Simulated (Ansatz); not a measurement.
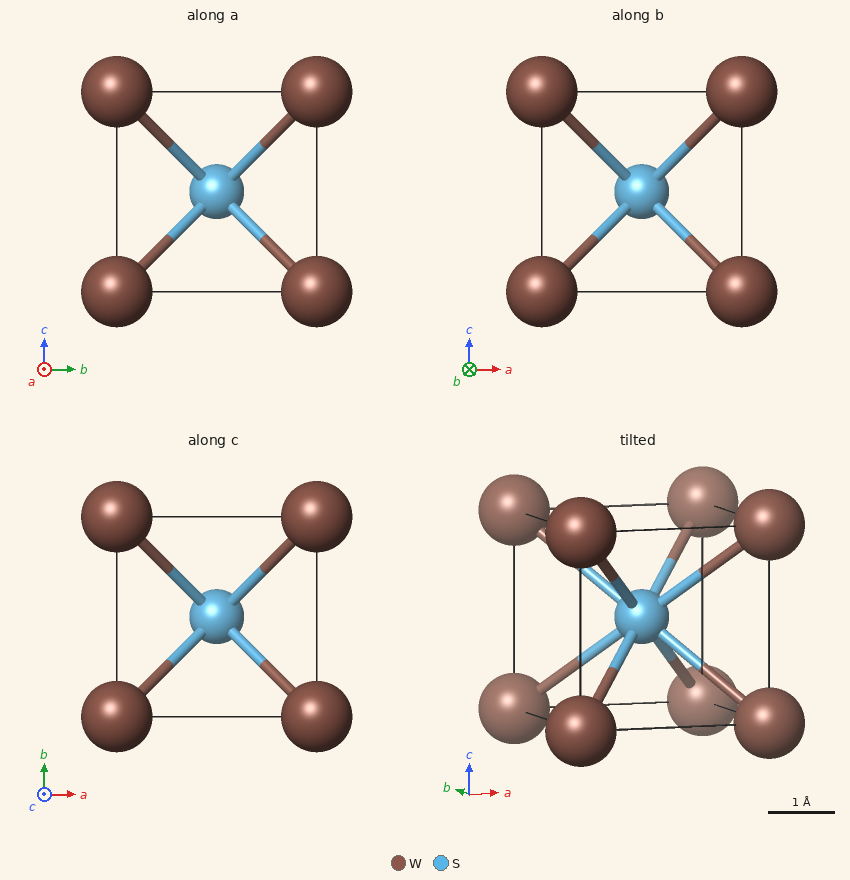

An orthographic ball-and-stick view of the structure, along the a axis, along the b axis, along the c axis and slightly off an axis. One conventional unit cell is outlined, and atoms on its boundary appear in each equivalent place.

Lattice parameters: a = 3.052 Å, b = 3.052 Å, c = 3.052 Å, α = 90.00°, β = 90.00°, γ = 90.00°.

Q: Convert the drawing into a table of Wyckoff sites.

A: Space group Pm-3m (No. 221).
```json
{"atom": "W", "site": "1a", "x": "0.0000", "y": "0.0000", "z": "0.0000"}
{"atom": "S", "site": "1b", "x": "0.5000", "y": "0.5000", "z": "0.5000"}
```

It derives from a structure type filled with these elements by a generator (whether the compound takes this form wasn't checked). The geometry comes from a coarse first relaxation with DFT PBE+U, scalar-relativistic, plane waves, PAW (Ansatz 0.2.0).
